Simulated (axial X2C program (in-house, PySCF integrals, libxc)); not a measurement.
# All-electron X2C curves of TlSn⁺ in a model world with the speed of light multiplied by 0.9, part 2 of 2

Computed with an in-house X2C program for linear molecules on PySCF integrals; all-electron X2C, Tl dyall-v2z, Sn dyall-v2z. Earlier steps stand in the parts before.

### Step 10. PBE0, 2c

State followed: Ω = 1 (excess of +ω over −ω: 2 × ω = 1/2). The scan is laid around 3.313 Å, a first estimate of the minimum, and this SCF restarts from the orbitals of the search.

The SCF at the reference distance of 3.313 Å:

```text
two-component X2C + atomic mean field  PBE0
basis functions 204  fitting functions 1184  grid points 5806
iter        total energy     max residual
   1     -26856.292447612     4.02e-06
   2     -26856.292447612     3.90e-06
converged
one-electron -37959.49994870  Coulomb 11048.88262329  exact exchange -138.65408833  xc functional -425.15570602  nuclear repulsion 646.89637918  atomic mean-field constant -28.76170704
```

Along the bond, energies from the lowest point:

| R (Å) | E (eV) | μ (D) | HOMO (eV) | LUMO (eV) | iterations |
| --- | --- | --- | --- | --- | --- |
| 2.882 | 0.1709 | 1.93 | -10.40 | -8.38 | 10 |
| 3.015 | 0.0653 | 1.82 | -10.23 | -8.25 | 10 |
| 3.114 | 0.0236 | 1.73 | -10.11 | -8.18 | 9 |
| 3.214 | 0.0037 | 1.64 | -10.00 | -8.11 | 9 |
| 3.313 | 0.0000 | 1.54 | -9.89 | -8.05 | 2 |
| 3.429 | 0.0097 | 1.43 | -9.77 | -7.97 | 9 |
| 3.545 | 0.0300 | 1.33 | -9.66 | -7.89 | 9 |
| 3.694 | 0.0657 | 1.21 | -9.53 | -7.79 | 9 |
| 3.876 | 0.1177 | 1.09 | -9.37 | -7.67 | 9 |
| 4.141 | 0.1975 | 0.96 | -9.16 | -7.51 | 10 |

Dipoles are positive if Sn is the positive end and refer to the centre of mass.

Outer spinors at the reference distance:

```json
{"ω": "-5/2", "occupied": "yes", "ε (eV)": "-33.12", "atomic character": "100% Sn d", "λ mixture": "100% δ"}
{"ω": "3/2", "occupied": "yes", "ε (eV)": "-33.05", "atomic character": "100% Sn d", "λ mixture": "83% π, 17% δ"}
{"ω": "1/2", "occupied": "yes", "ε (eV)": "-33.03", "atomic character": "100% Sn d", "λ mixture": "59% σ, 41% π"}
{"ω": "5/2", "occupied": "yes", "ε (eV)": "-33.02", "atomic character": "100% Sn d", "λ mixture": "100% δ"}
{"ω": "-3/2", "occupied": "yes", "ε (eV)": "-33.01", "atomic character": "100% Sn d", "λ mixture": "81% π, 19% δ"}
{"ω": "-1/2", "occupied": "yes", "ε (eV)": "-32.99", "atomic character": "100% Sn d", "λ mixture": "62% σ, 38% π"}
{"ω": "3/2", "occupied": "yes", "ε (eV)": "-23.80", "atomic character": "100% Tl d", "λ mixture": "80% δ, 20% π"}
{"ω": "-3/2", "occupied": "yes", "ε (eV)": "-23.75", "atomic character": "100% Tl d", "λ mixture": "81% δ, 19% π"}
{"ω": "1/2", "occupied": "yes", "ε (eV)": "-23.75", "atomic character": "100% Tl d", "λ mixture": "58% π, 42% σ"}
{"ω": "-1/2", "occupied": "yes", "ε (eV)": "-23.73", "atomic character": "100% Tl d", "λ mixture": "61% π, 39% σ"}
{"ω": "-5/2", "occupied": "yes", "ε (eV)": "-21.13", "atomic character": "100% Tl d", "λ mixture": "100% δ"}
{"ω": "5/2", "occupied": "yes", "ε (eV)": "-21.11", "atomic character": "100% Tl d", "λ mixture": "100% δ"}
{"ω": "1/2", "occupied": "yes", "ε (eV)": "-21.10", "atomic character": "99% Tl d", "λ mixture": "58% σ, 42% π"}
{"ω": "3/2", "occupied": "yes", "ε (eV)": "-21.09", "atomic character": "100% Tl d", "λ mixture": "80% π, 20% δ"}
{"ω": "-1/2", "occupied": "yes", "ε (eV)": "-21.06", "atomic character": "100% Tl d", "λ mixture": "61% σ, 39% π"}
{"ω": "-3/2", "occupied": "yes", "ε (eV)": "-21.06", "atomic character": "100% Tl d", "λ mixture": "81% π, 19% δ"}
{"ω": "-1/2", "occupied": "yes", "ε (eV)": "-17.49", "atomic character": "69% Sn s, 25% Tl s, 3% Tl p", "λ mixture": "100% σ"}
{"ω": "1/2", "occupied": "yes", "ε (eV)": "-17.43", "atomic character": "56% Sn s, 38% Tl s, 3% Tl p", "λ mixture": "100% σ"}
{"ω": "1/2", "occupied": "yes", "ε (eV)": "-16.00", "atomic character": "56% Tl s, 38% Sn s, 4% Sn p", "λ mixture": "100% σ"}
{"ω": "-1/2", "occupied": "yes", "ε (eV)": "-15.95", "atomic character": "70% Tl s, 25% Sn s, 3% Sn p", "λ mixture": "100% σ"}
{"ω": "1/2", "occupied": "yes", "ε (eV)": "-10.31", "atomic character": "77% Sn p, 18% Tl p, 3% Tl s", "λ mixture": "68% σ, 32% π"}
{"ω": "1/2", "occupied": "yes", "ε (eV)": "-9.89", "atomic character": "69% Sn p, 28% Tl p", "λ mixture": "74% π, 26% σ"}
{"ω": "-1/2", "occupied": "no", "ε (eV)": "-8.05", "atomic character": "52% Sn p, 42% Tl p, 2% Tl s", "λ mixture": "89% σ, 11% π"}
{"ω": "-3/2", "occupied": "no", "ε (eV)": "-7.84", "atomic character": "91% Sn p, 8% Tl p", "λ mixture": "100% π"}
{"ω": "-1/2", "occupied": "no", "ε (eV)": "-7.82", "atomic character": "76% Sn p, 23% Tl p", "λ mixture": "96% π, 4% σ"}
{"ω": "3/2", "occupied": "no", "ε (eV)": "-7.32", "atomic character": "84% Sn p, 14% Tl p", "λ mixture": "100% π"}
```

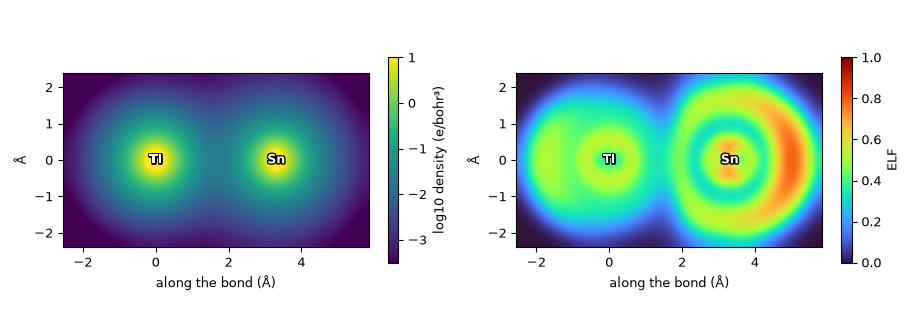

PBE0 fields in a plane through the axis, from a grid of 0.3 Å; Tl lies at z = 0 and Sn at z = 3.313 Å; the ELF is damped to zero where the density is low.

Re = 3.292 Å, ωe = 66.7 cm⁻¹, ωexe = 0.244 cm⁻¹, Be = 0.02057 cm⁻¹, De = 0.892 eV, μ = 1.56 D.

### Step 11. HF, 2c

Output at 3.313 Å:

```text
two-component X2C + atomic mean field  HF
basis functions 204  fitting functions 1184  grid points 5806
iter        total energy     max residual
   1     -26847.099006576     1.42e+00
   2     -26847.153218980     1.15e-02
   3     -26847.154810587     1.08e-02
   4     -26847.155322318     1.86e-03
   5     -26847.155480605     5.37e-04
   6     -26847.155551615     4.03e-04
   7     -26847.155581469     2.68e-04
   8     -26847.155591689     1.38e-04
   9     -26847.155593704     5.87e-05
  10     -26847.155594146     1.79e-05
  11     -26847.155594213     8.69e-06
  12     -26847.155594229     5.11e-06
  13     -26847.155594232     3.45e-06
  14     -26847.155594233     2.31e-06
converged
one-electron -37960.30901201  Coulomb 11049.86463094  exact exchange -554.84588531  xc functional 0.00000000  nuclear repulsion 646.89637918  atomic mean-field constant -28.76170704
```

Re = 3.423 Å, ωe = 60.8 cm⁻¹, ωexe = 0.164 cm⁻¹, Be = 0.01902 cm⁻¹, De = 0.312 eV, μ = 0.99 D.

### Step 12. PBE50, 2c

Output at 3.313 Å:

```text
two-component X2C + atomic mean field  PBE50
basis functions 204  fitting functions 1184  grid points 5806
iter        total energy     max residual
   1     -26855.744331467     4.74e-01
   2     -26855.750800326     7.68e-03
   3     -26855.750802736     9.54e-03
   4     -26855.751165431     3.41e-04
   5     -26855.751171991     2.03e-04
   6     -26855.751173952     7.54e-05
   7     -26855.751174958     3.77e-05
   8     -26855.751175238     1.51e-05
   9     -26855.751175270     4.61e-06
  10     -26855.751175273     1.62e-06
  11     -26855.751175274     5.92e-07
converged
one-electron -37961.18144580  Coulomb 11050.64496345  exact exchange -277.36452895  xc functional -285.98483611  nuclear repulsion 646.89637918  atomic mean-field constant -28.76170704
```

Re = 3.244 Å, ωe = 71.4 cm⁻¹, ωexe = 0.225 cm⁻¹, Be = 0.02117 cm⁻¹, De = 0.776 eV, μ = 1.44 D.

### Step 13. PW91, 2c

Output at 3.313 Å:

```text
two-component X2C + atomic mean field  PW91
basis functions 204  fitting functions 1184  grid points 5806
iter        total energy     max residual
   1     -26859.676513524     4.72e-01
   2     -26859.684651531     8.29e-03
   3     -26859.684324379     1.16e-02
   4     -26859.685017190     5.22e-04
   5     -26859.685012380     4.90e-04
   6     -26859.685022983     2.06e-04
   7     -26859.685024239     1.76e-05
   8     -26859.685024249     8.65e-06
   9     -26859.685024251     6.57e-07
converged
one-electron -37958.63034388  Coulomb 11047.98173714  exact exchange 0.00000000  xc functional -567.17108965  nuclear repulsion 646.89637918  atomic mean-field constant -28.76170704
```

Re = 3.328 Å, ωe = 62.7 cm⁻¹, ωexe = 0.287 cm⁻¹, Be = 0.02011 cm⁻¹, De = 1.06 eV, μ = 1.80 D.

### Step 14. Correlated methods, 2c

Correlated methods: 26 electrons correlated (frozen shells, counted by type: Tl 5 s, 4 p, 2 d, 1 f; Sn 4 s, 3 p, 1 d), 164 virtual spinors in MP2.

MP2: Re = 3.325 Å, ωe = 65.1 cm⁻¹, Be = 0.02016 cm⁻¹, De = 0.466 eV.

### Step 15. A higher determinant, 2c

State: Ω = 0 (closed shell).

Output at the reference distance:

```text
two-component X2C + atomic mean field  PBE0
basis functions 204  fitting functions 1184  grid points 5806
iter        total energy     max residual
   1     -26856.288023612     2.74e-06
   2     -26856.288023614     2.71e-06
converged
one-electron -37960.04162398  Coulomb 11049.43231641  exact exchange -138.65260033  xc functional -425.16078786  nuclear repulsion 646.89637918  atomic mean-field constant -28.76170704
```

| R (Å) | E above the lowest PBE0 point (eV) |
| --- | --- |
| 2.882 | 0.564 |
| 3.015 | 0.353 |
| 3.114 | 0.243 |
| 3.214 | 0.168 |
| 3.313 | 0.120 |
| 3.429 | 0.092 |
| 3.545 | 0.086 |
| 3.694 | 0.101 |
| 3.876 | 0.140 |

Re = 3.525 Å, ωe = 66.5 cm⁻¹, ωexe = 0.214 cm⁻¹, Be = 0.01793 cm⁻¹, μ = 0.74 D. Te = 0.09 eV.

### Step 16. The 2c curves together

Energy (eV) of the followed determinant, 2c, from each level's lowest point:

| R (Å) | PBE0 | HF | MP2 | PBE50 | PW91 |
| --- | --- | --- | --- | --- | --- |
| 2.882 | 0.171 | 0.281 | 0.194 | 0.144 | 0.191 |
| 3.015 | 0.065 | 0.135 | 0.080 | 0.048 | 0.079 |
| 3.114 | 0.024 | 0.069 | 0.033 | 0.013 | 0.032 |
| 3.214 | 0.004 | 0.028 | 0.008 | 0.000 | 0.008 |
| 3.313 | 0.000 | 0.007 | 0.000 | 0.003 | 0.000 |
| 3.429 | 0.010 | 0.000 | 0.006 | 0.019 | 0.005 |
| 3.545 | 0.030 | 0.007 | 0.023 | 0.046 | 0.020 |
| 3.694 | 0.066 | 0.029 | 0.056 | 0.091 | 0.049 |
| 3.876 | 0.118 | 0.070 | 0.108 | 0.153 | 0.092 |
| 4.141 | 0.197 | 0.145 | 0.196 | 0.248 | 0.157 |

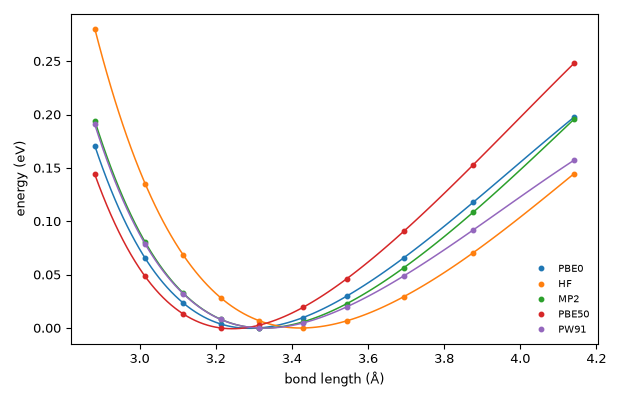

Curves of the followed state, 2c, each from its own lowest point.

Time for the job: 5.2 min (1 thread, shared host).

### Step 17. Constants

The summary covers parts 1 to 2.

Lowest determinant that the search found at its distance, spin-free: M_S = 1, Λ = 1 (beyond closed shells: σα, π+α).

Lowest determinant that the search found at its distance, 2c: Ω = 1 (excess of +ω over −ω: 2 × ω = 1/2).

| Hamiltonian | level | Re (Å) | ωe (cm⁻¹) | De (eV) | μ (D) |
| --- | --- | --- | --- | --- | --- |
| spin-free | PBE0 | 3.368 | 66.0 | 0.791 | 0.01 |
| spin-free | HF | 3.642 | 51.0 | 0.379 | -1.71 |
| spin-free | MP2 | 3.443 | 61.1 | 0.589 | n/a |
| spin-free | PBE50 | 3.354 | 67.0 | 0.701 | -0.31 |
| spin-free | PW91 | 3.376 | 65.1 | 0.928 | 0.46 |
| 2c | PBE0 | 3.292 | 66.7 | 0.892 | 1.56 |
| 2c | HF | 3.423 | 60.8 | 0.312 | 0.99 |
| 2c | MP2 | 3.325 | 65.1 | 0.466 | n/a |
| 2c | PBE50 | 3.244 | 71.4 | 0.776 | 1.44 |
| 2c | PW91 | 3.328 | 62.7 | 1.06 | 1.80 |

Dipoles are positive if Sn is the positive end and refer to the centre of mass.

Time per point (s) on 1 thread, shared host (2c runs); the times are rough: PBE0 2.5, HF 2.7, MP2 3.1, PBE50 2.9, PW91 0.85.

**Reading.** At MP2, going from spin-free to two-component changes Re by -119 mÅ, ωe by +6.4 %; the two runs may stand on different determinants, so this isn't spin–orbit coupling alone. It costs about 1.9 times the time. De moves by -0.12 eV; both De rest on single-determinant atoms, which can miss part of an open shell's spin–orbit lowering.

De refers to Tl+ + Sn, each in the lowest determinant found, which need not be this curve's own limit. Each curve is one determinant whose occupation by symmetry is held fixed; it was picked as the lowest of a PBE0 search that is not exhaustive. De is counted from the lowest determinant-based energies of the atoms at the same level, without counterpoise correction. Density functionals use the spin component along the axis (collinear). With several unpaired electrons one determinant need not be a pure state. These are model numbers, with the speed of light changed.
